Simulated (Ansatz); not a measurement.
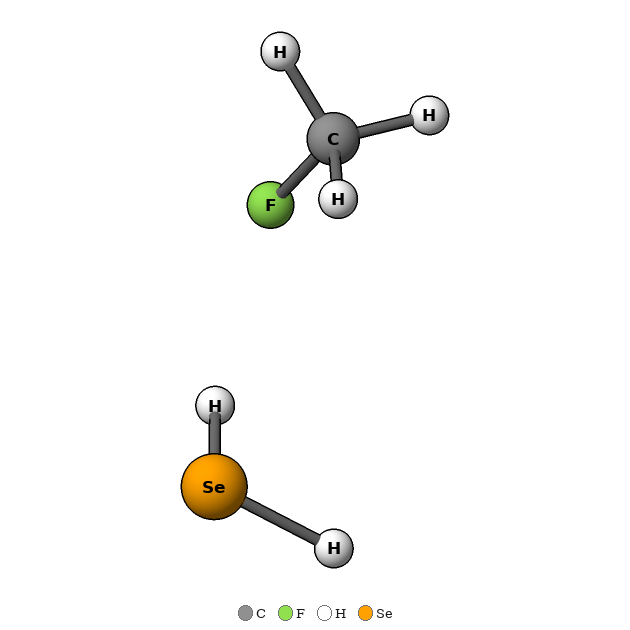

Sticks follow a distance rule. Harmonic vibrations computed with RKS PBE0-D4/def2-TZVP (Ansatz 0.2.0) at a stationary point of the same level.

### How many imaginary frequencies does it have?

A minimum: no imaginary frequency, and the lowest mode lies at 54 cm⁻¹.

### List the wavenumbers.

18 modes: 54, 59, 76, 87, 94, 233, 1067, 1080, 1199, 1202, 1482, 1488, 1492, 2451, 2465, 3048, 3139, 3140 cm⁻¹.
